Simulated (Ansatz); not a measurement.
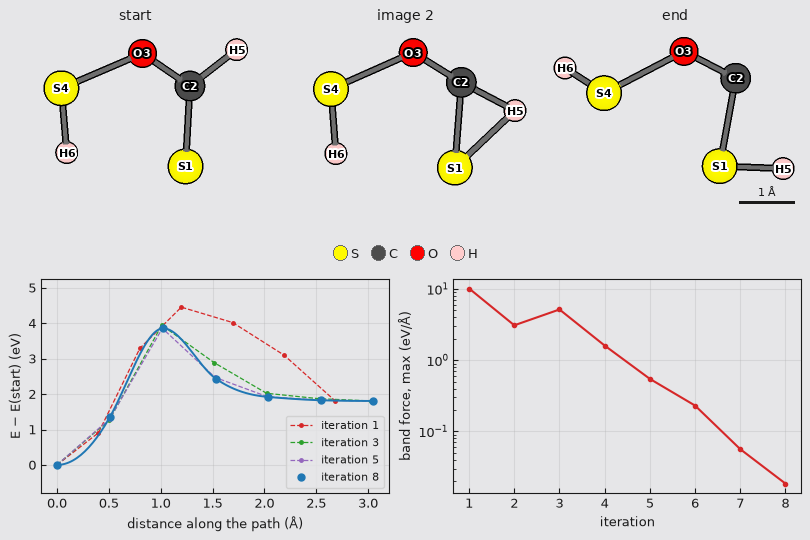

NEB run on CH2OS2. Images are numbered from 0 (start) to 6 (end). The plot follows the band through its iterations. The picture is a ball-and-stick view, seen at a tilt.

Computed with UHF/def2-SVP (Ansatz). Run with 5 movable images; climbing image; force threshold 0.03 eV/Å; iteration limit 60; starting path through a guess of the saddle point.

**Judge this run.**

The run is converged, with reservations. The band converged in 8 iterations. The largest component of the band force went from 10 to 0.019 eV/Å. The climbing image converged on the top of the path. Its vibrational analysis gives 3 imaginary modes over 30i cm⁻¹, so it isn't confirmed as a transition state. The first iteration put the highest image at 4.45 eV. Forward barrier 3.86 eV, backward barrier 2.05 eV, with image 2 at the top; the reaction energy is +1.81 eV.

The run took 120 s on 1 thread of Arm Neoverse V1, with other jobs on the host, peak memory 0.18 GiB.
